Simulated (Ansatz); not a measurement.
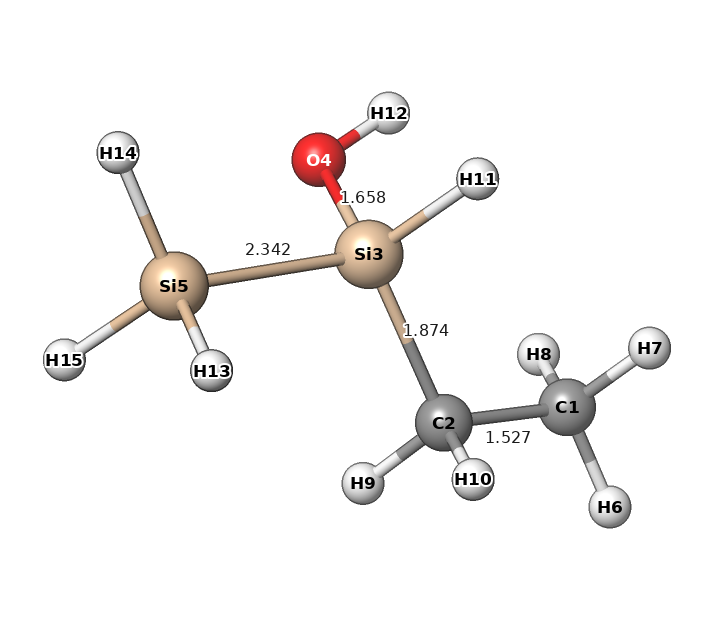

Bond lengths are marked in Å; every bond is drawn as one stick. The computed structure is the end point of a PBE0-D4/def2-TZVP optimisation. No frequency run is at hand to confirm it as a minimum.

Q: Which of the marked bonds are single, double, triple or aromatic?

A: C1–C2 single; C2–Si3 single; Si3–O4 single; Si3–Si5 single.

Q: Write the SMILES.

A: CC[Si@@H](O)[SiH3]
